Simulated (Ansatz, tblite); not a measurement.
# In(H2O)F3 (F₃H₂InO): a ladder of methods and basis sets

How do method and basis change the picture of In(H2O)F3 (F₃H₂InO) (singlet)?

The runs use Ansatz 0.2.0, Gaussian basis; as each input shows.

Levels to be run: GFN1-xTB, GFN2-xTB, PBE-D4/def2-TZVP, r2SCAN-D4/def2-TZVP, revPBE-D4/def2-TZVP, CAM-B3LYP-D4/def2-TZVP, BHLYP-D4/def2-TZVP, B97M-V/def2-TZVP, PBE-QIDH/def2-TZVP, LDA/def2-TZVP, LC-ωPBE/def2-TZVP, PBE-D4/def2-SVP, PBE0-D4/def2-SVP, PBE0-D4/def2-TZVPD, PBE-D4/def2-TZVPD, r2SCAN-D4/def2-TZVPD, CCSD(T)/def2-TZVPP, MP2/def2-TZVP, RPA/def2-TZVP.

2 further runs of the same task are left out: 1 that didn't finish, 1 set aside as unsound or not needed. Runs told in other sessions of the task aren't counted.

## 1. The structure

The geometry is that of the singlet, from an earlier relaxation (PBE0-D4/def2-SVP).

7 atoms, charge 0, spin multiplicity 1.

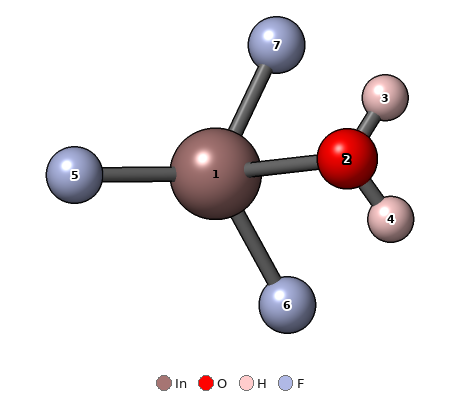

The structure; indium brown, oxygen red, hydrogen pink, fluorine light blue; atoms are numbered from 1 in the order of the file.

As a file:

```xyz
7

In    0.1985   -0.0659   -0.9697
O     0.1988    0.0455    1.3029
H    -0.4202   -0.6662    1.5331
H    -0.2819    0.8752    1.4557
F     1.9497   -0.2752   -1.7761
F    -0.6616    1.6907   -0.8524
F    -0.9833   -1.6040   -0.6935
```

In takes a core potential in the def2 sets. No spin-orbit coupling is included.

PBE0-D4/def2-TZVP was run before; its log isn't repeated, and its numbers join the tables.

## 2. GFN1-xTB

Tight binding, by tblite at 300 K electronic temperature and without a spin-polarisation term:

```python
tblite.interface.Calculator('GFN1-xTB', numbers, positions, charge=0, uhf=0).singlepoint()
```

Energy -619.7244 eV, HOMO -13.03 eV, LUMO -9.05 eV; 0.004 s.

## 3. GFN2-xTB

Tight binding, by tblite at 300 K electronic temperature and without a spin-polarisation term:

```python
tblite.interface.Calculator('GFN2-xTB', numbers, positions, charge=0, uhf=0).singlepoint()
```

Energy -560.7618 eV, HOMO -13.59 eV, LUMO -10.23 eV; 0.002 s.

## 4. PBE-D4/def2-TZVP

start.molden holds the orbitals of an earlier run on this state, given as this run's starting guess.

in.yaml reads:

```yaml
crystal:
  periodic: [false, false, false]
  atoms:
    - {symbol: In, position_ang: [0.198456, -0.065891, -0.969696]}
    - {symbol: O, position_ang: [0.198785, 0.045475, 1.302913]}
    - {symbol: H, position_ang: [-0.420195, -0.666238, 1.533082]}
    - {symbol: H, position_ang: [-0.281919, 0.875231, 1.455699]}
    - {symbol: F, position_ang: [1.949741, -0.275227, -1.776070]}
    - {symbol: F, position_ang: [-0.661578, 1.690661, -0.852394]}
    - {symbol: F, position_ang: [-0.983280, -1.604011, -0.693524]}
basis:
  gaussian: {orbitals: def2-TZVP, initial_orbitals: start.molden}
hamiltonian: {xc: pbe, dispersion: d4}
scf: {omitted_lower_state_checks: [starts]}
output: {orbitals: {seedname: orbitals}}
```

Started as:

```bash
$ ansatz run in.yaml --threads 4 --pin off --events-out ev --progress --plain --max-ram 3916MiB
```

The runs that follow: r2SCAN-D4/def2-TZVP; revPBE-D4/def2-TZVP; CAM-B3LYP-D4/def2-TZVP; BHLYP-D4/def2-TZVP; B97M-V/def2-TZVP; PBE-QIDH/def2-TZVP; LDA/def2-TZVP; LC-ωPBE/def2-TZVP; PBE-D4/def2-SVP; PBE0-D4/def2-SVP; PBE0-D4/def2-TZVPD; PBE-D4/def2-TZVPD; r2SCAN-D4/def2-TZVPD; CCSD(T)/def2-TZVPP; MP2/def2-TZVP; RPA/def2-TZVP.

Before running them: what should the planned runs give, taken together? Wanted: gap in def2-TZVP, named functionals, smallest and largest; correlation energy, CCSD(T)/def2-TZVPP; correlation energy, MP2/def2-TZVP; binding an atom, CCSD(T)/def2-TZVPP; PBE0 total energy, smallest basis above largest.

As calculated:

| quantity | value |
| --- | --- |
| gap in def2-TZVP, named functionals, smallest and largest | 5.00 eV (LDA), 13.27 eV (LC-ωPBE) |
| correlation energy, CCSD(T)/def2-TZVPP | -36.09 eV |
| correlation energy, MP2/def2-TZVP | -35.05 eV |
| binding an atom, CCSD(T)/def2-TZVPP | 3.302 eV |
| PBE0 total energy, smallest basis above largest | 13.44 eV (def2-SVP, def2-TZVPD) |

**Reading.** Orbital gaps of the named functionals in def2-TZVP span 5.00 eV (LDA) to 13.27 eV (LC-ωPBE); exact exchange widens it. The functionals in def2-TZVP miss CCSD(T)/def2-TZVPP by -0.182 (BHLYP-D4) to +0.685 eV (LDA) an atom. CCSD(T)/def2-TZVPP isn't at the basis-set limit; small misses against it rank nothing.
